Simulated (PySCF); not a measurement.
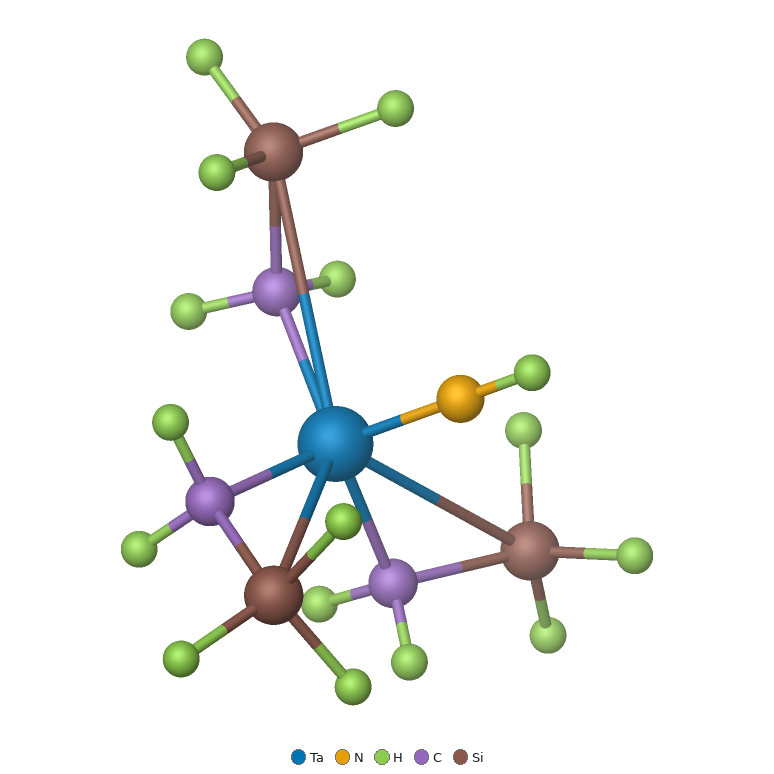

Charge 0, singlet. The geometry was computed by an optimisation with PBE0-D3(BJ)/def2-SVP. No frequency run is at hand to confirm it as a minimum. Level of theory: PBE0/def2-SVPD, gas phase, core potentials on Ta (PySCF 2.14.0). Excitations: vertical, linear response.

Q: Estimate the dipole moment.

A: 1.79 D.

Q: What is the HOMO energy (Kohn–Sham orbital)?

A: −7.56 eV.

Q: Give the mean static polarisability at this level.

A: 174.9 bohr³.

Q: Estimate the HOMO–LUMO gap.

A: 6.29 eV.
